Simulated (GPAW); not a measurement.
# Surface energy and work function of Cu(110) from slabs of 4 to 14 layers (RPBE)

How do energy and work function of Cu(110) films settle with thickness, and what surface energy follows?

Set-up. GPAW 26.7.0, plane waves at 450 eV with PAW setups; symmetric 1×1 slabs cut at the tabulated lattice constant (two decimals; low-temperature values for the alkali metals), atoms at bulk places, 7.5 Å of vacuum on each side, one in-plane mesh for all thicknesses, Fermi-Dirac smearing of 0.1 eV. Energies are extrapolated to zero smearing and count from the program's reference atoms. Functional RPBE. The cell's area is 9.215 Å².

What came out, but for one run:

| layers | energy (eV) | work function (eV) |
| --- | --- | --- |
| 4 | −11.0115 | 4.23 |
| 5 | −14.1681 | 4.14 |
| 6 | −17.2540 | 4.23 |
| 7 | −20.4124 | 4.13 |
| 8 | −23.5127 | 4.23 |
| 9 | −26.6610 | 4.11 |
| 10 | −29.7687 | 4.22 |
| 11 | −32.9046 | 4.13 |
| 12 | −36.0228 | 4.21 |
| 14 | ? | ? |

Q: What surface energy do these runs give, and what energy and work function should the 14-layer slab have?

**Working.** A slab of n layers has E(n) = nε + 2Aγ once its middle is bulk-like. A line through n = 6 to 12 has the slope ε = −3.1267 eV a layer and the intercept 2Aγ = 1.4920 eV (r.m.s. residual 10.9 meV). So γ = 1.4920 / (2 × 9.215 Å²) = 0.0810 eV/Å² = 1.30 J/m², with a standard error of about 0.02 J/m² from the scatter about the line. For 14 layers: 1.4920 + 14 × (−3.1267) = −42.281 eV; the run gives −42.268 eV, 13.3 meV over the line. The work function has no such law: from 6 to 12 layers it moves between 4.11 and 4.23 eV (mean 4.18), and the 14-layer slab gives 4.20 eV. The thinnest slab, 4 layers, lies +0.05 eV from that mean. The values go up and down with thickness, as expected where levels confined across the film cross the Fermi level one by one. The measured value for this face is 4.56 eV (“Anisotropic work function of elemental crystals” (2019, arxiv:1902.07811)); the unrelaxed 14-layer slab lies 0.36 eV under it.

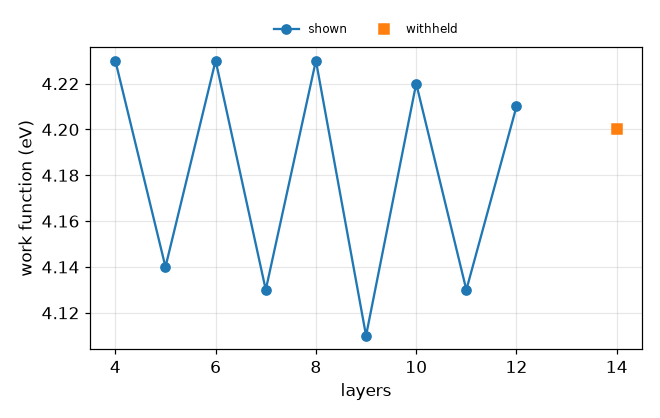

Work function against thickness.

**Limits.** The surfaces are unrelaxed, so γ is an upper bound for this functional and lattice constant. The tabulated lattice constant isn't the functional's own, which strains the slab a little.
